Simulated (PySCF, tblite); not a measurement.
# C4H11NSSi+ (doublet): geometry, infrared bands and EPR parameters

Wanted: the infrared bands and EPR parameters of C4H11NSSi+ (doublet) (`C[SiH](C)CC([NH2+])=S`), by calculation.

The runs use tblite 0.8.0 and PySCF 2.14.0, with density-fitted response routines of our own; the level of theory stands in each step. All values are computed, except where a source is named. Atoms count from 0, in the outputs and in this text.

## Step 1: The molecule as given

18 atoms, charge 1, multiplicity 2; geometry from: force field or distance geometry start.

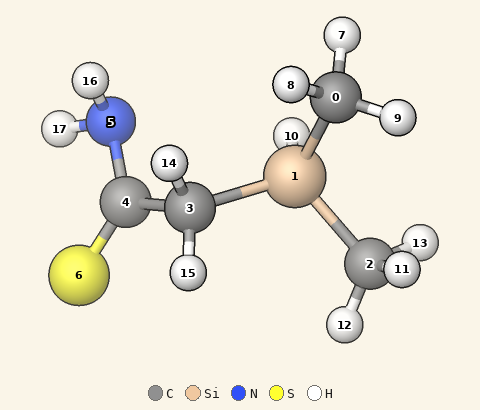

As it starts; carbon grey, silicon light orange, nitrogen blue, sulfur yellow, hydrogen white, atoms numbered.

## Step 2: Relaxing the molecule with GFN2-xTB

What the job is given:

```
{"job": {"kind": "relax", "xc": "GFN2-xTB", "basis": "xTB"}, "charge": 1, "multiplicity": 2}
C     -1.421600     1.550100    -0.512000
Si    -0.657600     0.056800     0.285100
C     -1.955700    -1.236900     0.486200
C      0.755900    -0.459100    -0.790200
C      2.014700    -0.636700     0.038700
N      2.535000     0.500400     0.755700
S      2.694500    -1.914200     0.081300
H     -1.280400     2.439200     0.176400
H     -0.896000     1.834800    -1.439000
H     -2.505600     1.374000    -0.688600
H     -0.225400     0.459800     1.653000
H     -2.684300    -1.120800    -0.345500
H     -1.617000    -2.269000     0.491600
H     -2.520500    -0.967300     1.419900
H      0.974900     0.344700    -1.509600
H      0.568500    -1.407300    -1.336600
H      2.751700     1.246100     0.052600
H      3.460200     0.211800     1.169400
```

Launch:

```
> OMP_NUM_THREADS=1 python probes_run.py task.json out
```

One launch serves the whole session: the jobs run in the order shown.

Output:

```text
step      E/eV     max force
  0    -585.61199   12.340
  1    -586.67228    4.472
  2    -586.96669    2.829
  3    -587.17725    2.576
  4    -587.27219    0.879
  5    -587.35954    0.623
  6    -587.47946    0.775
  7    -587.50786    0.706
  8    -587.54652    0.466
  9    -587.57497    0.593
 10    -587.59349    0.537
 11    -587.60662    0.342
 12    -587.61842    0.386
 13    -587.63077    0.487
 14    -587.64215    0.504
 15    -587.65210    0.253
 16    -587.65930    0.221
 17    -587.66649    0.378
 18    -587.67341    0.359
 19    -587.67736    0.158
 20    -587.67940    0.100
 21    -587.68086    0.148
 22    -587.68224    0.148
 23    -587.68321    0.083
 24    -587.68399    0.074
 25    -587.68497    0.115
 26    -587.68643    0.181
 27    -587.68824    0.177
 28    -587.69002    0.096
 29    -587.69165    0.090
 30    -587.69337    0.123
 31    -587.69537    0.166
 32    -587.69732    0.129
 33    -587.69877    0.077
 34    -587.69989    0.076
 35    -587.70108    0.113
 36    -587.70243    0.113
 37    -587.70384    0.086
 38    -587.70516    0.100
 39    -587.70636    0.094
 40    -587.70731    0.084
 41    -587.70787    0.049
 42    -587.70822    0.040
 43    -587.70862    0.069
 44    -587.70916    0.093
 45    -587.70974    0.079
 46    -587.71020    0.046
 47    -587.71055    0.050
 48    -587.71097    0.066
 49    -587.71159    0.091
 50    -587.71230    0.082
 51    -587.71293    0.076
 52    -587.71346    0.080
 53    -587.71407    0.084
 54    -587.71497    0.116
 55    -587.71605    0.116
 56    -587.71700    0.080
 57    -587.71771    0.081
 58    -587.71848    0.102
 59    -587.71961    0.104
 60    -587.72053    0.081
 61    -587.72169    0.075
 62    -587.72258    0.076
 63    -587.72347    0.079
 64    -587.72427    0.070
 65    -587.72506    0.089
 66    -587.72598    0.110
 67    -587.72705    0.105
 68    -587.72727    0.129
 69    -587.72860    0.075
 70    -587.72905    0.052
 71    -587.72962    0.050
 72    -587.72992    0.057
 73    -587.73042    0.053
 74    -587.73083    0.054
 75    -587.73142    0.062
 76    -587.73230    0.086
 77    -587.73385    0.108
 78    -587.73598    0.124
 79    -587.73837    0.122
 80    -587.74091    0.112
 81    -587.74194    0.131
 82    -587.74348    0.131
 83    -587.74497    0.091
 84    -587.74670    0.082
 85    -587.74893    0.142
 86    -587.75119    0.143
 87    -587.75355    0.122
 88    -587.75543    0.095
 89    -587.75693    0.096
 90    -587.75819    0.123
 91    -587.75754    0.204
 92    -587.76043    0.079
 93    -587.76112    0.065
 94    -587.76207    0.076
 95    -587.76248    0.062
 96    -587.76339    0.057
 97    -587.76398    0.054
 98    -587.76429    0.047
 99    -587.76475    0.055
100    -587.76533    0.063
101    -587.76596    0.064
102    -587.76647    0.051
103    -587.76689    0.051
104    -587.76732    0.053
105    -587.76789    0.076
106    -587.76858    0.093
107    -587.76963    0.104
108    -587.77122    0.081
109    -587.77241    0.080
110    -587.77323    0.081
111    -587.77400    0.079
112    -587.77488    0.065
113    -587.77617    0.076
114    -587.77700    0.069
115    -587.77811    0.068
116    -587.77894    0.072
117    -587.77970    0.082
118    -587.78039    0.088
119    -587.78116    0.080
120    -587.78230    0.075
121    -587.78369    0.069
122    -587.78429    0.050
123    -587.78471    0.039
124    -587.78498    0.044
125    -587.78522    0.037
126    -587.78544    0.035
127    -587.78562    0.028
128    -587.78578    0.033
129    -587.78602    0.032
130    -587.78627    0.036
131    -587.78650    0.034
132    -587.78672    0.037
133    -587.78700    0.047
134    -587.78736    0.047
135    -587.78769    0.042
136    -587.78787    0.045
137    -587.78799    0.026
138    -587.78806    0.021
139    -587.78815    0.014
140    -587.78824    0.020
141    -587.78832    0.024
142    -587.78840    0.025
143    -587.78847    0.021
144    -587.78853    0.020
145    -587.78860    0.025
146    -587.78869    0.025
147    -587.78878    0.022
148    -587.78888    0.024
149    -587.78897    0.027
150    -587.78909    0.035
151    -587.78927    0.035
152    -587.78948    0.029
153    -587.78964    0.024
154    -587.78973    0.015
155    -587.78980    0.016
156    -587.78987    0.016
157    -587.78995    0.021
158    -587.79003    0.021
159    -587.79012    0.017
160    -587.79019    0.018
161    -587.79025    0.018
162    -587.79030    0.023
163    -587.79037    0.021
164    -587.79044    0.026
165    -587.79054    0.034
166    -587.79068    0.036
167    -587.79083    0.026
168    -587.79095    0.027
169    -587.79107    0.028
170    -587.79122    0.041
171    -587.79145    0.050
172    -587.79178    0.050
173    -587.79218    0.042
174    -587.79256    0.042
175    -587.79288    0.039
176    -587.79316    0.036
177    -587.79339    0.036
178    -587.79346    0.030
179    -587.79355    0.028
180    -587.79359    0.015
181    -587.79362    0.009
```

It took 2.2 s on 1 thread of Intel Xeon at 2.70GHz, shared host; peak memory 0.18 GiB.

The steps of the relaxation: (not every step is listed)

| step | energy from step 0 (eV) | largest force (eV/Å) |
| --- | --- | --- |
| 0 | 0.0000 | 12.3402 |
| 1 | -1.0603 | 4.4717 |
| 2 | -1.3547 | 2.8290 |
| 3 | -1.5653 | 2.5764 |
| 4 | -1.6602 | 0.8794 |
| 5 | -1.7476 | 0.6226 |
| 6 | -1.8675 | 0.7746 |
| 7 | -1.8959 | 0.7060 |
| 8 | -1.9345 | 0.4664 |
| 24 | -2.0720 | 0.0742 |
| 40 | -2.0953 | 0.0838 |
| 56 | -2.1050 | 0.0803 |
| 72 | -2.1179 | 0.0572 |
| 88 | -2.1434 | 0.0955 |
| 104 | -2.1553 | 0.0533 |
| 120 | -2.1703 | 0.0753 |
| 136 | -2.1759 | 0.0451 |
| 152 | -2.1775 | 0.0294 |
| 168 | -2.1790 | 0.0274 |
| 176 | -2.1812 | 0.0358 |
| 177 | -2.1814 | 0.0360 |
| 178 | -2.1815 | 0.0299 |
| 179 | -2.1816 | 0.0277 |
| 180 | -2.1816 | 0.0149 |
| 181 | -2.1816 | 0.0093 |

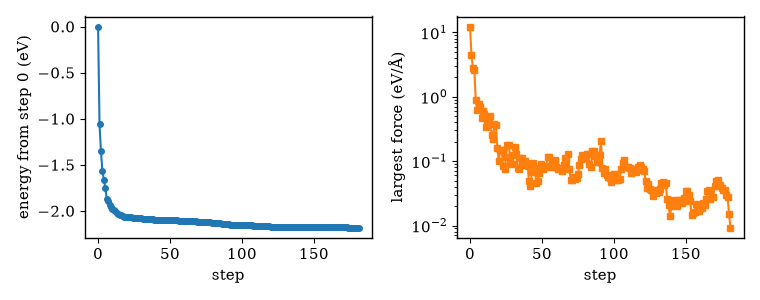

Energy and largest force along the relaxation.

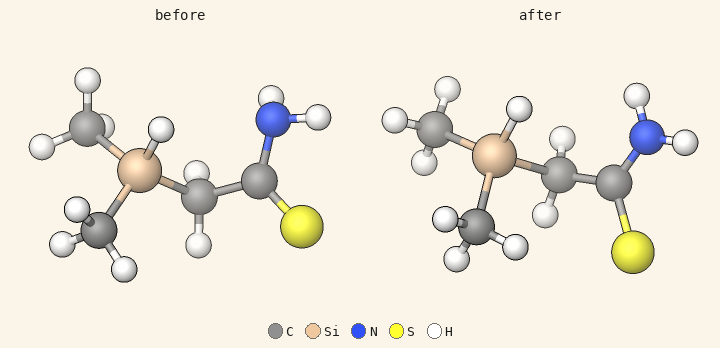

Before and after, at one scale.

Distances of close pairs at the start and the end, largest changes first:

| bond | before (Å) | after (Å) | change (Å) |
| --- | --- | --- | --- |
| C4–S6 | 1.448 | 1.683 | +0.235 |
| Si1–C3 | 1.849 | 2.007 | +0.157 |
| C4–N5 | 1.441 | 1.322 | -0.120 |
| C3–C4 | 1.518 | 1.448 | -0.069 |
| C0–H7 | 1.133 | 1.086 | -0.047 |
| C0–Si1 | 1.857 | 1.902 | +0.045 |
| N5–H17 | 1.054 | 1.010 | -0.044 |
| Si1–C2 | 1.844 | 1.888 | +0.044 |

The next job starts from the end point, and lists it.

## Step 3: Harmonic vibrations with GFN2-xTB

What the job is given:

```
{"job": {"kind": "ir", "xc": "GFN2-xTB", "basis": "xTB"}, "charge": 1, "multiplicity": 2}
C     -1.693556     1.598314    -0.697919
Si    -0.733767     0.352770     0.371655
C     -1.591270    -1.313609     0.597358
C      0.854850     0.017291    -0.807496
C      1.873586    -0.675097    -0.045742
N      2.721253    -0.007697     0.717744
S      1.918886    -2.354596    -0.143078
H     -1.150034     2.530430    -0.823775
H     -1.916042     1.200097    -1.684489
H     -2.636362     1.826893    -0.210156
H     -0.160965     0.925073     1.595846
H     -2.028537    -1.666522    -0.335079
H     -0.911583    -2.085160     0.952704
H     -2.398104    -1.242806     1.321550
H      1.210575     0.972653    -1.184095
H      0.478281    -0.586560    -1.626903
H      2.724732     1.001959     0.735382
H      3.429298    -0.487115     1.254837
```

Output:

```text
mode    cm-1     km/mol
  1      24.7      1.70
  2      57.2      2.40
  3      83.4      0.17
  4     113.2      0.35
  5     123.2      0.09
  6     144.0      2.37
  7     159.4      0.17
  8     199.4      5.26
  9     281.7      7.13
 10     382.6      1.98
 11     427.0     11.16
 12     511.4     37.62
 13     540.1    153.22
 14     569.1     59.78
 15     590.8     27.44
 16     617.4     10.32
 17     676.2     13.60
 18     721.8     12.93
 19     740.9      9.63
 20     770.0      2.08
 21     776.5      5.76
 22     805.4     65.57
 23     825.5    145.37
 24     836.3    156.18
 25     949.6      5.00
 26    1002.7      4.97
 27    1084.9     20.27
 28    1199.8     16.81
 29    1324.4    115.10
 30    1361.9     26.02
 31    1385.6      5.89
 32    1427.7      2.99
 33    1430.8     14.33
 34    1434.6      1.24
 35    1438.8     10.86
 36    1442.8      9.58
 37    1510.6    421.03
 38    2231.6    219.86
 39    3017.1      2.25
 40    3017.6      7.70
 41    3023.2     12.71
 42    3033.2      6.47
 43    3040.8      4.16
 44    3043.7      5.23
 45    3046.2      2.37
 46    3050.2      2.75
 47    3417.1    138.01
 48    3471.4     52.90
```

Wall time 1.1 s (1 thread of Intel Xeon at 2.70GHz, shared host); peak memory 0.18 GiB.

Which atoms move in the most intense modes:

| cm⁻¹ | km/mol | atoms |
| --- | --- | --- |
| 540 | 153.2 | H17 43 %, N5 19 %, C4 19 % |
| 805 | 65.6 | H9 26 %, H12 14 %, H11 13 %, H8 13 % |
| 826 | 145.4 | Si1 25 %, H7 24 %, C2 13 % |
| 836 | 156.2 | H11 25 %, H8 20 %, H13 12 %, C2 10 % |
| 1324 | 115.1 | H8 27 %, H9 27 %, H7 26 %, C0 16 % |
| 1511 | 421.0 | C4 42 %, N5 35 % |
| 2232 | 219.9 | H10 97 % |
| 3417 | 138.0 | H16 55 %, H17 41 % |

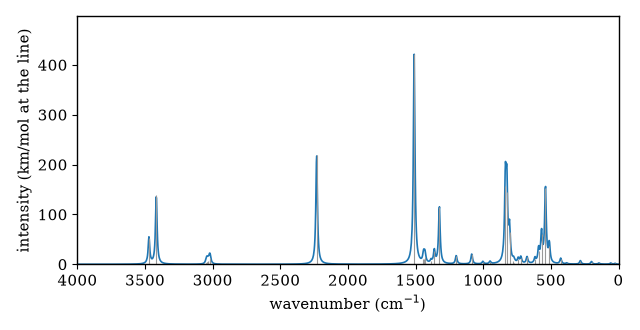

The infrared spectrum from these modes, unscaled. Lines are broadened to a width of 14 cm⁻¹ (Lorentzian).

## Step 4: g tensor and hyperfine couplings: B3LYP/pcH-1

The job, as its differences from that of step 3:

```diff
@@ -1,2 +1,2 @@
-{"job": {"kind": "ir", "xc": "GFN2-xTB", "basis": "xTB"}, "charge": 1, "multiplicity": 2}
+{"job": {"kind": "epr", "basis": "pcH-1"}, "charge": 1, "multiplicity": 2}
 C     -1.693556     1.598314    -0.697919
```

Method: UKS B3LYP, pcH-1 on C H N S Si, non-relativistic, mean-field spin-orbit, GIAO.

Output:

```text
UKS, coarse grid
  cycle   1  E = -901.18473271  |g| = 4.37e-01
  cycle   2  E = -901.03606255  |g| = 6.32e-01
  cycle   3  E = -901.25761258  |g| = 1.46e-01
  cycle   4  E = -901.27162449  |g| = 4.08e-02
  cycle   5  E = -901.27223212  |g| = 2.51e-02
  cycle   6  E = -901.27254318  |g| = 7.35e-03
  cycle   7  E = -901.27257952  |g| = 2.67e-03
  cycle   8  E = -901.27258382  |g| = 1.06e-03
  cycle   9  E = -901.27258583  |g| = 3.52e-04
UKS, final grid
  cycle   1  E = -901.27253830  |g| = 4.18e-04
  cycle   2  E = -901.27253854  |g| = 6.54e-04
  cycle   3  E = -901.27253881  |g| = 1.56e-04
  cycle   4  E = -901.27253907  |g| = 1.37e-04
  cycle   5  E = -901.27253944  |g| = 5.73e-05
  cycle   6  E = -901.27253948  |g| = 3.62e-05
  cycle   7  E = -901.27253949  |g| = 1.79e-05
E = -901.27253949 Eh   <S^2> = 0.7537 (exact 0.7500)
g shifts (ppm)      1          2          3
  rmc          -235       -235       -235
  gc            -10         75         45
  oz_so         245      11378     121238
  total          10      11218     121058
hyperfine (MHz)  atom isotope    a_iso     a_fc   dipolar eigenvalues
    0   13C       2.30       2.30     -0.83     -0.79      1.62
    1  29Si       3.67       3.67     -2.41      1.00      1.40
    2   13C       0.15       0.15     -0.61     -0.57      1.18
    3   13C      15.32      15.32     -6.48     -6.16     12.64
    4   13C     -15.98     -15.98     -5.38      1.12      4.26
    5   14N      11.26      11.26     -1.86     -0.30      2.16
    6   33S      20.66      20.66    -93.78    -87.22    181.00
    7    1H      -0.45      -0.45     -0.79     -0.33      1.12
    8    1H      -0.48      -0.48     -0.84     -0.26      1.10
    9    1H       4.56       4.56     -0.68     -0.23      0.91
   10    1H       0.21       0.21     -1.08     -0.72      1.80
   11    1H       0.01       0.01     -1.25     -1.17      2.42
   12    1H       3.52       3.52     -2.62     -1.91      4.53
   13    1H       3.64       3.64     -0.85     -0.68      1.53
   14    1H      16.47      16.47     -3.88     -1.15      5.03
   15    1H      15.83      15.83     -6.94     -0.48      7.42
   16    1H       7.10       7.10     -2.27     -0.98      3.26
   17    1H      -1.04      -1.04     -4.68     -2.85      7.54
```

It took 2.1 min on 1 thread of Intel Xeon at 2.70GHz, shared host; peak memory 0.98 GiB.

Principal g values 2.00233, 2.01354, 2.12338; g(iso) = 2.04641, against 2.00232 for a free electron. They are not to be trusted: the run shows a large g shift, which the driver flags as unsure.

Hyperfine couplings; where a row names several nuclei, a(iso) is their mean (it holds for fast rotation or exchange) and the dipolar term the largest among them:

| nuclei | isotope | a(iso) (MHz) | a(iso) (G, at g = 2.0023) | largest dipolar term (MHz) |
| --- | --- | --- | --- | --- |
| S6 | 33S | 20.7 | 7.4 | 181.0 |
| H14, H15 | 1H | 16.2 | 5.8 | 7.4 |
| C4 | 13C | -16.0 | -5.7 | -5.4 |
| C3 | 13C | 15.3 | 5.5 | 12.6 |
| N5 | 14N | 11.3 | 4.0 | 2.2 |
| Si1 | 29Si | 3.7 | 1.3 | -2.4 |
| H16, H17 | 1H | 3.0 | 1.1 | 7.5 |
| H7, H8, H9, H11, H12, H13 | 1H | 1.8 | 0.6 | 4.5 |
| C0, C2 | 13C | 1.2 | 0.4 | 1.6 |
| H10 | 1H | 0.2 | 0.1 | 1.8 |

Mulliken spin populations:

C0 0.01; Si1 0.00; C2 0.00; C3 0.05; C4 -0.03; N5 0.00; S6 0.96; H7 0.00; H8 0.00; H9 0.00; H10 0.00; H11 0.00; H12 0.00; H13 0.00; H14 0.01; H15 0.00; H16 0.00; H17 0.00

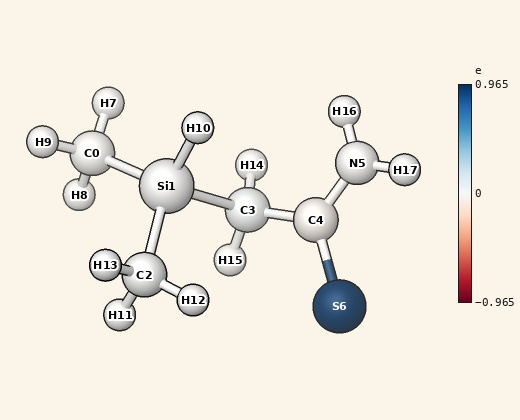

Mulliken spin populations, as colours on the atoms.

Orbitals, density, ELF and potential are computed afterwards from the orbital file.

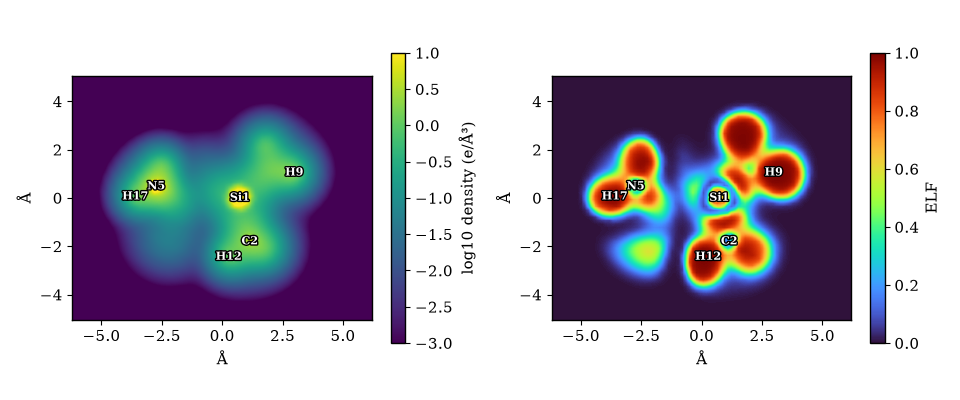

Density (left) and ELF (right) in a plane through or near 6 of the atoms.

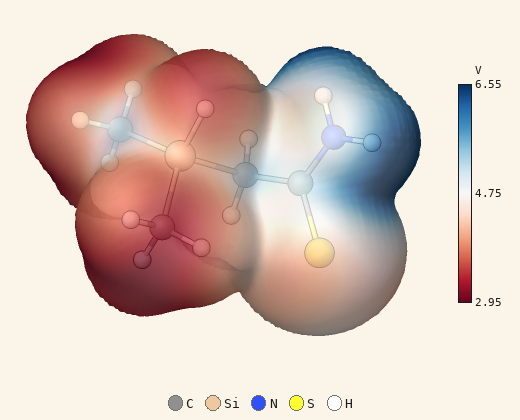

Electrostatic potential on the surface of density 0.002 e/bohr³; red is low, blue high. It runs from 2.95 to 6.55 V.

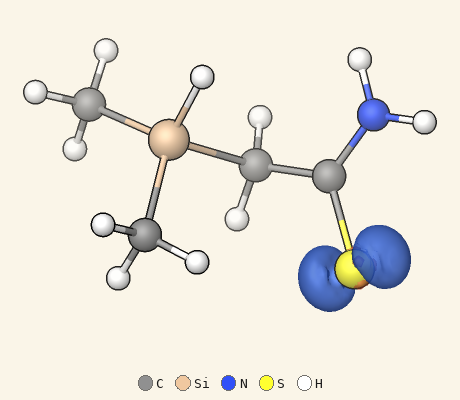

Spin density at ±0.2 e/Å³ (alpha excess blue, beta excess red).

## Step 5: Summary of results

| quantity | value |
| --- | --- |
| strongest single infrared mode (GFN2-xTB) | 1511 cm⁻¹, 421 km/mol |
| zero-point energy (GFN2-xTB) | 87.7 kcal/mol |
| g(iso) (B3LYP) | 2.04641 |
| ⟨S²⟩ | 0.754 (exact 0.75) |
| largest a(iso) (averaged by class) | 33S on S6, 20.7 MHz |
| property runs in this session | 1, of which 0 failed and 1 gave unsound results |

Relaxing lowered the energy by 2.182 eV in 181 steps; the close pair that moved most is C4–S6, from 1.448 to 1.683 Å. All 48 modes are real, so the xTB geometry is a minimum. The strongest single mode, at 1511 cm⁻¹, moves mainly C4 and N5. Unscaled tight-binding wavenumbers are off by several per cent, some by more. Its intensities can rank the bands wrongly. Most of the unpaired spin sits on S6 (0.96 e). The isotropic g lies 44.1 ppt above the free-electron value. These values are not to be trusted: the run shows a large g shift, which the driver flags as unsure.
